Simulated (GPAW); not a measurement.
**Property calculation of SF₄**

- system: SF₄, SMILES FS(F)(F)F
- method: LDA (PW92)/real-space grid, scalar-relativistic datasets (GPAW 26.7.0)

The run did not end well. The geometry comes from this level: PBE0-D4/def2-TZVP.

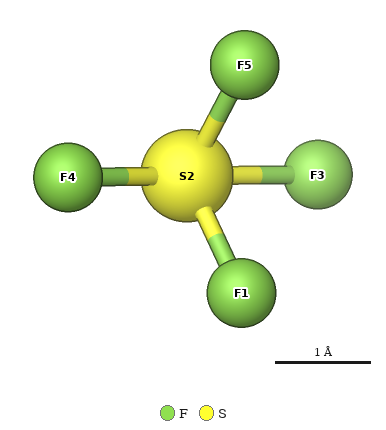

*The structure (ball-and-stick view, seen at a tilt; atoms are numbered from 1 in the order of the input).*

Bond lengths as drawn: F–S 1.55 to 1.65 Å.

## Input (mol_sp.py)
```python
import numpy as np
from ase.io import read
from ase.units import Debye
from gpaw import GPAW

# Geometry
molecule = read('mol.xyz')
molecule.center(vacuum=4.5)

# DFT calculator
calculator = GPAW(mode='fd', h=0.2, xc='LDA', eigensolver='rmm-diis', maxiter=3, txt='-')
molecule.calc = calculator

energy = molecule.get_potential_energy()
print(f'Energy: {energy:.5f} eV')
forces = molecule.get_forces()
print('Forces (eV/Ang)')
for symbol, f in zip(molecule.symbols, forces):
    print(f'{symbol:2} {f[0]:9.4f} {f[1]:9.4f} {f[2]:9.4f}')
dipole = molecule.get_dipole_moment() / Debye
print(f'Dipole: {np.linalg.norm(dipole):.3f} D')
homo, lumo = calculator.get_homo_lumo()
print(f'HOMO                    {homo:.3f} eV')
print(f'LUMO = {lumo:.3f} eV')
print(f'Gap = {lumo - homo:.3f} eV')
```

## File mol.xyz
```
5

F     -0.561200    -0.228000     1.172800
S      0.064000    -0.357400    -0.243000
F      1.536700    -0.462000     0.491400
F     -1.440100    -0.077300    -0.858200
F      0.400600     1.124600    -0.563100
```

Machine: 1 thread of Arm Neoverse V2, 112 GiB of memory available, shared host.

Launched with:
```bash
python mol_sp.py
```

## The program's output
```
__  _  _
 | _ |_)|_||  |
 |__||  | ||/\| - 26.7.0

units:  Angstrom and eV
cores:  1
OpenMP: False

Versions:
  Python: 3.12.14
  ASE:    3.29.0
  Numpy:  2.5.5
  Scipy:  1.18.1
  Libxc:  7.0.0

        _gpaw.cpython-312-aarch64-linux-gnu.so

Input parameters:
  mode=FD(),
  eigensolver=RMMDIIS(niter=1, diis_steps=1, max_buffer_mem=209715200, trial_step=None),
  h=0.2,
  maxiter=3,
  xc=XC(name='LDA')

Diagonalizing LCAO Hamiltonian
Converting LCAO to fd mode
        .----------------------------.
       /|                            |
      / |                            |
     /  |                            |
    /   |                            |
   /    |                            |
  /     |                            |
 *      |                            |
 |      |                            |
 |      |                            |
 |      |        F                   |
 |      |          SF F              |
 |      |      F                     |
 |      |                            |
 |      .----------------------------.
 |     /                            /
 |    /                            /
 |   /                            /
 |  /                            /
 | /                            /
 |/                            /
 *----------------------------*

Atoms  # Å, Bohr magnetons
|   | symbol |        x |        y |        z |    initial magnetic moments |
|---|--------|----------|----------|----------|-----------------------------|
| 0 |      F | 5.378900 | 4.734000 | 6.531000 | ( 0.0000,  0.0000,  0.0000) |
| 1 |      S | 6.004100 | 4.604600 | 5.115200 | ( 0.0000,  0.0000,  0.0000) |
| 2 |      F | 7.476800 | 4.500000 | 5.849600 | ( 0.0000,  0.0000,  0.0000) |
| 3 |      F | 4.500000 | 4.884700 | 4.500000 | ( 0.0000,  0.0000,  0.0000) |
| 4 |      F | 6.340700 | 6.086600 | 4.795100 | ( 0.0000,  0.0000,  0.0000) |

Unit cell  # Å
| periodic |         x |         y |         z |   lengths |    angles |
|----------|-----------|-----------|-----------|-----------|-----------|
|       no | 11.976800 |  0.000000 |  0.000000 | 11.976800 | 90.000000 |
|       no |  0.000000 | 10.586600 |  0.000000 | 10.586600 | 90.000000 |
|       no |  0.000000 |  0.000000 | 11.031000 | 11.031000 | 90.000000 |

Number of symmetries: 1
Symmetry operations  # r_c * U_cc + t_c -> r_c
|   | kind |            matrix            |
|---|------|------------------------------|
| 0 |  E   |  1, 0, 0,  0, 1, 0,  0, 0, 1 |

BZ-sampling:
  Number of BZ points: 1
  Number of IBZ points: 1

  Monkhorst-Pack size: [1, 1, 1]
  Monkhorst-Pack shift: [0, 0, 0]

K-points  # in reciprocal-cell coordinates
|   |                                coordinates |     weight |
|---|--------------------------------------------|------------|
| 0 | (  0.00000000,   0.00000000,   0.00000000) | 1.00000000 |

Uniform wave function grid shape: (np.int64(59), np.int64(51), np.int64(55))
Spin-components: 1 (collinear spins)
Bands:           20
Projectors:      25
Spin-degeneracy: 2
Datatype:        float64

  Storage: CPU
  Wave functions: 26_479_200 bytes (26_479_200 per core)

Parallelization:
  kpt:    1
  domain: 1
  band:   1

Density:
  Valence electrons: 34.0
  Components: 1
  Grid points: [60 52 56]
  Charge: 0.0  # |e|

Potential:
  Grid points: [60 52 56]

species:
  F:
    name:    Fluorine
    Z:       9.0
    valence: 7
    core:    2
    charge:  0.0  # [|e|]
    file:    F.LDA.gz
    compensation charges:
      type: gauss
      rc: 0.20  # [Å]
      lmax: 2
    cutoffs:
      filter: 1.14  # [Å]
      core: 0.74  # [Å]
    projectors
    | kind |    occ | energy [eV] | rcut [Å] |
    |------|--------|-------------|----------|
    |   2s |  2.000 |     -29.647 |    0.635 |
    |   2p |  5.000 |     -11.293 |    0.635 |
    |    s |        |      -2.435 |    0.635 |
    |    p |        |      15.918 |    0.635 |
    |    d |        |       0.000 |    0.635 |

    Using partial waves for F as LCAO basis

  S:
    name:    Sulfur
    Z:       16.0
    valence: 6
    core:    10
    charge:  0.0  # [|e|]
    file:    S.LDA.gz
    compensation charges:
      type: gauss
      rc: 0.24  # [Å]
      lmax: 2
    cutoffs:
      filter: 1.77  # [Å]
      core: 1.66  # [Å]
    projectors
    | kind |    occ | energy [eV] | rcut [Å] |
    |------|--------|-------------|----------|
    |   3s |  2.000 |     -17.278 |    0.974 |
    |   3p |  4.000 |      -7.106 |    0.979 |
    |    s |        |       9.933 |    0.974 |
    |    p |        |      20.105 |    0.979 |
    |    d |        |       0.000 |    0.900 |

    Using partial waves for S as LCAO basis

Reference energy: -21620.419112  # eV

eigensolver:
  RMMDIIS
  Converge bands: occupied

density mixing:
  MSR1-Mixer
  Pratt-step length: 0.05
  Maximum mixing coefficient: 0.75
  Old densities: 10
  SVD Regularization: 0.005
  Good broyden scale: 1.0
  Trust region scale: 1.0
  Backstep threshold: 4.0
  History deletion threshold: 6.0
  Fourier metric: weight=20.0, sigma=0.015

occupation numbers:
  # Zero width

FastPoissonSolver using
    Stencil: 6*3+1=19 point O(h^6) finite-difference Laplacian
    FFT axes: []
    FST axes: [np.int64(1), np.int64(2), np.int64(0)]

xc functional:
  name: None
interpolation: tri-quintic # 5. degree polynomial

Initialization done in: 0.947 s

convergence criteria:
- Maximum [total energy] change in last 3 cyles: 0.0005 eV / valence electron
- Maximum integral of absolute [dens]ity change: 0.0001 electrons / valence electron
- Maximum integral of absolute [eigenst]ate change: 4e-08 eV^2 / valence electron
maximum number of iterations: 3

SCF iterations
|iter     |     time |      energy | eigst |  dens |
|---------|----------|-------------|-------|-------|
|iter:   1| 00:00:01 |  -18.379970 | +1.20 |       |
|iter:   2| 00:00:01 |  -23.584854 | +0.42 | -0.95 |
|iter:   3| 00:00:02 |  -22.781933 | +0.38 | -1.05 |
gpaw.KohnShamConvergenceError
```

## What the run reported

```tsv
quantity	value
outcome	not converged
wall time	2.8 s
peak memory	0.44 GiB
```

## Diagnosis

Some settings of this run were drawn to be unusual or wrong (solver set to rmm-diis). The run did not converge. Its last values are not results.
